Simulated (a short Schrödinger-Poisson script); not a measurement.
Stack: symmetric double-gate stack, SiO2 on p-type Si(100), at 300 K.

| layer | material | thickness (nm) | Na (cm⁻³) |
|---|---|---|---|
| 1 | SiO2 | 2.9 | - |
| 2 | Si | 4 | 3e16 |
| 3 | SiO2 | 2.9 | - |

The device is made up for the run: typed textbook-type constants, with dimensions and the other settings drawn at random. SiO2: permittivity 3.9, conduction-band edge (eV) 3.15, gap (eV) 9, electron mass (mₑ) 0.5. Si: permittivity 11.7, conduction-band edge (eV) 0, gap (eV) 1.124, Nv at 300 K (cm⁻³) 3.1e19.

Channel valleys (confinement mass, in-plane density-of-states mass, number): Δ2 0.916, 0.19, 2; Δ4 0.19, 0.417, 4. At the gates, both at one voltage, the conduction-band edge of layer 1 lies 3.64 eV − eVg above the Fermi level of the channel. Gaps are held at their typed values at every temperature. Mesh 0.03 nm at interfaces.

From a short Schrödinger-Poisson script (our own, NumPy): 1D Poisson equation in equilibrium, electrons quantum, Hartree (BenDaniel-Duke, 12 states a valley, the channel's in-plane mass for all, wave functions ending at the dielectric), parabolic valleys, classical holes, full ionisation, no traps, pinning or gate leakage.

Only gate voltages with over 1e8 electrons/cm² are shown.

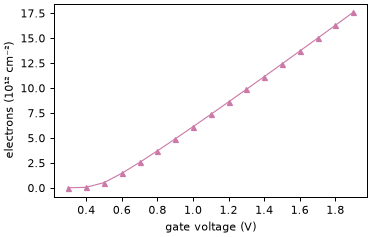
Sheet density against gate voltage

```csv
Vg (V),electrons (cm⁻²),C (μF/cm²),Δ2 E0 (meV),Δ2 E1 (meV),Δ4 E0 (meV),Δ4 E1 (meV)
0.3,1.08e9,0.00682,216.6,293.6,314.7,685.6
0.4,4.53e10,0.251,120.0,196.8,218.0,588.9
0.5,5.17e11,1.25,56.0,131.9,154.0,524.0
0.6,1.45e12,1.67,27.2,101.4,125.2,493.5
0.7,2.55e12,1.82,10.3,82.5,108.4,474.6
0.8,3.70e12,1.89,-1.8,68.4,96.4,460.6
0.9,4.90e12,1.94,-11.4,56.8,86.9,449.1
1,6.12e12,1.97,-19.4,46.8,79.1,439.3
1.1,7.35e12,1.99,-26.3,38.1,72.5,430.7
1.2,8.60e12,2.01,-32.3,30.2,66.7,423.0
1.3,9.86e12,2.03,-37.7,23.0,61.5,416.0
1.4,1.11e13,2.04,-42.6,16.3,57.0,409.6
1.5,1.24e13,2.05,-47.0,10.2,52.8,403.7
1.6,1.37e13,2.06,-51.1,4.5,49.1,398.3
1.7,1.50e13,2.07,-55.0,-1.0,45.6,393.2
1.8,1.63e13,2.08,-58.6,-6.1,42.5,388.4
1.9,1.76e13,2.09,-62.0,-11.0,39.5,383.8
```

Subbands count from the Fermi level. The capacitance is that of both gates.
